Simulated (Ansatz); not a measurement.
Cost and result by functional for the adsorption energy of NH3 on the 1x1 (111) surface of fcc Rh, one in a 2x2 cell, started at the site 'bridge Rh-Rh (span 2.7 Å)', in Ansatz (plane waves, PAW). Single points on the PBE structure, on one kind of machine; costs are rough ratios of the slab run's core time (references not counted) to the cheapest single point. r2SCAN's cost holds its higher cutoff (500 against 420 eV). Differences are taken against r2SCAN for comparison alone: no measured value is at hand, so the table doesn't rank accuracy.

Model: 20-atom slab, 6.5 Å thick at the start under the adsorbate (thin: gaps and levels are the slab's own), 6x6x1 mesh, Fermi-Dirac 0.1 eV, dipole correction, 8 atoms held, the rest relaxed; no symmetry held; no spin, no spin-orbit, no U, no dispersion correction. At the end it is bonded to Rh. In PBE it is, or lies within 0.03 eV of, the lowest of the starts that converged. These notes are the PBE run's. Adsorption energies are against NH3(g). A negative adsorption energy means that the adsorbate is more stable on the surface than in its reference.

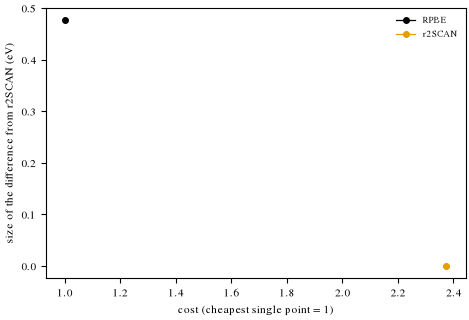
Figure: Difference from r2SCAN against cost

```csv
functional,relative cost,adsorption energy (eV),less r2SCAN (eV)
RPBE,1,-0.38,0.48
r2SCAN,2,-0.86,0.00
PBE (the relaxed run's value),–,-0.68,0.17
```

The values span 0.48 eV, while the single points' costs differ by a factor of roughly 2. Differences are of unrounded values.

Ansatz is a program for electronic structure.
